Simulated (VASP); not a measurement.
Band structure of MgF₂ (rutile). Calculation: PBE GGA, VASP's PBE PAW potentials (set 64) (plane waves; VASP).

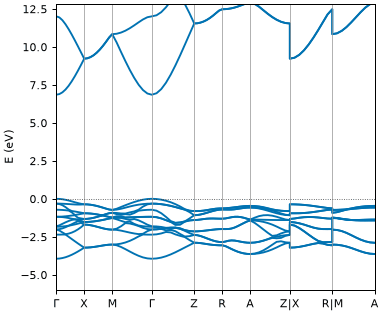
Figure: Bands along high-symmetry lines, zero at the valence-band maximum or, without a gap, the Fermi level

Read the plot: is there a gap, and where are the band edges?

The gap is direct, 6.85 eV, from the valence maximum at Γ to the conduction minimum at Γ. (Edges off the drawn lines would not show.)

Measured: gap 12.40 eV (computed value off by -5.55 eV), as given by Andrés Aguado et al., Journal of the Physical Society of Japan (1999), arXiv:cond-mat/9901145.

The compound is MgF2 in the rutile structure. It was relaxed first.
